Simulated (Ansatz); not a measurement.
Effect of Al on a B site, symmetric start on LaB6

Start from a 14-atom supercell of LaB6 (space group Pm-3m, No. 221; a = 4.1550 Å) at its relaxed geometry.

Now apply this change: a neutral Al on a B site, symmetric start, atoms relaxed at fixed cell.

All numbers come from Kohn–Sham DFT with the PBE functional, run in Ansatz (a program for electronic structure) with PAW and 420 eV plane waves, without spin-orbit coupling. k-mesh 8×8×8 (Γ-centred); smearing 0.05 eV (Fermi–Dirac).

The pressure goes from zero to 18.7 GPa and the energy gained by relaxation is 2.81 eV. The largest displacement of a host atom from its site in the perfect cell is 0.23 Å.

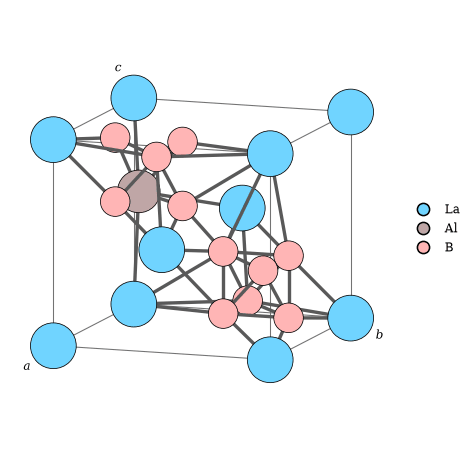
Figure: The relaxed cell after the change

In so small a cell the defect repeats every few ångströms: this is an ordered compound, not a dilute defect. The defect started on the symmetric site and kept its symmetry, so it may sit on a saddle. The final runs are not spin-polarised. An odd electron count without spin: LaB6. The defect cell is not spin-polarised.
